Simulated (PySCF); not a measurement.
C₃H₁₀O₂SSi₂

```yaml
atoms:
  - { symbol: C, position_ang: [3.4671, -0.1805, -0.1542] }
  - { symbol: Si, position_ang: [1.7484, -0.7725, -0.6955] }
  - { symbol: C, position_ang: [0.6695, 0.7704, -0.9841] }
  - { symbol: S, position_ang: [-0.9487, 0.3445, -1.7324] }
  - { symbol: Si, position_ang: [-2.0622, -0.1578, 0.0105] }
  - { symbol: O, position_ang: [-1.7874, 0.9414, 1.1693] }
  - { symbol: C, position_ang: [-3.9133, -0.1087, -0.4534] }
  - { symbol: O, position_ang: [-4.7059, 0.4317, 0.2794] }
  - { symbol: H, position_ang: [3.4223, 0.3990, 0.7634] }
  - { symbol: H, position_ang: [3.9337, 0.4409, -0.9130] }
  - { symbol: H, position_ang: [4.1218, -1.0271, 0.0237] }
  - { symbol: H, position_ang: [1.1275, -1.5917, 0.3532] }
  - { symbol: H, position_ang: [1.8203, -1.5310, -1.9472] }
  - { symbol: H, position_ang: [1.1296, 1.4517, -1.6968] }
  - { symbol: H, position_ang: [0.4649, 1.3244, -0.0720] }
  - { symbol: H, position_ang: [-1.7070, -1.4772, 0.5190] }
  - { symbol: H, position_ang: [-2.5218, 1.3355, 1.6384] }
  - { symbol: H, position_ang: [-4.2674, -0.5868, -1.3848] }
```

Geometry: GFN2-xTB.

Theory: PBE0/pcSseg-1, SCF density, gas phase, non-relativistic in PySCF.

**What can the converged electron density and electron localisation function tell about the bonding?**

Si–O (1.62 Å): the density is about 1.2 e/Å³ at the midpoint; the ELF peaks at about 0.85 between the atoms, as expected for a short, strongly polar bond.
C–Si (1.90 Å): the density is about 0.92 e/Å³ at the midpoint; the ELF peaks at about 0.95 between the atoms (a shared electron pair).
O–H (0.96 Å): ρ is about 3.7 e/Å³ halfway; the ELF climbs to about 1 towards the hydrogen, as it does in any bond to H; a covalent bond by its length.

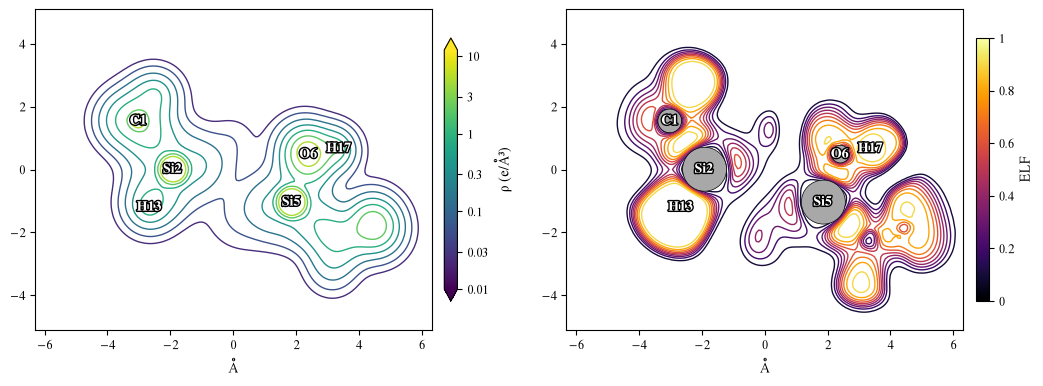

Computed electron density and electron localisation function on the plane of atoms Si5, O6 and H17, in this order. Grey discs cover the atomic cores in the ELF map. 
